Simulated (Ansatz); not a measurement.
System: La₃N.

The calculation's input:

```
crystal:
  lattice:
    - [0.0, 3.5977740849, 3.5977740849]
    - [3.5977740849, 0.0, 3.5977740849]
    - [3.5977740849, 3.5977740849, 0.0]
  atoms:
    - { symbol: La, position: [0.25, 0.25, 0.25] }
    - { symbol: La, position: [0.75, 0.75, 0.75] }
    - { symbol: La, position: [0.5, 0.5, 0.5] }
    - { symbol: "N", position: [0.0, 0.0, 0.0] }
basis:
  ecutwfc: 420
kpoints:
  mp_grid: { grid: [12, 12, 12] }
hamiltonian:
  xc: pbe
scf:
  occupations: { method: gaussian, width: 0.1 }
output:
  forces: true
  stress: true
  eigenvalues: true
  write_density: true
  write_potential: true
  elf: true
  volumetric_format: npy
relax:
  adjacent_minimum: "off"
  f_tol: 0.01
  max_steps: 80
  cell: { stress_tol: 0.05 }
```

Command:

```sh
ansatz run input.yaml --threads 1 --pin off --max-ram 2560MiB --backend cpu --events-out ev --progress --plain --runs-dir out
```

Below, planes, directions and counts refer to the conventional cell (a = 7.19 Å, b = 7.19 Å, c = 7.19 Å, α = 90.00°, β = 90.00°, γ = 90.00°).

The fields are those of the relaxed geometry.

Space group Fm-3m; a structure generated by program, which may or may not match a known phase.

All numbers below come from DFT PBE, scalar-relativistic, plane waves, PAW (Ansatz).

> What can the converged valence pseudo-density and electron localisation function tell about the bonding?

La–N (3.11 Å): ρ at the midpoint is about 0.13 e/Å³; the ELF is about 0.10 at the midpoint (no localised pair shows between them).
La–N (3.60 Å): ρ is about 0.1 e/Å³ halfway; the ELF is about 0.10 at the midpoint (no localised pair shows between them).

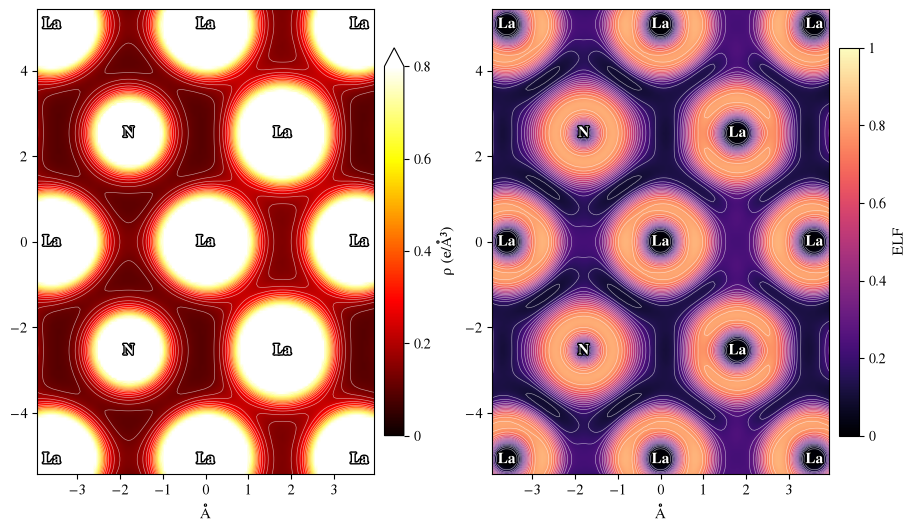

Computed valence pseudo-density and electron localisation function on the (110) plane of the conventional cell, in this order. 

The density is the valence pseudo-density of a PAW calculation; it isn't the true density close to the nuclei.
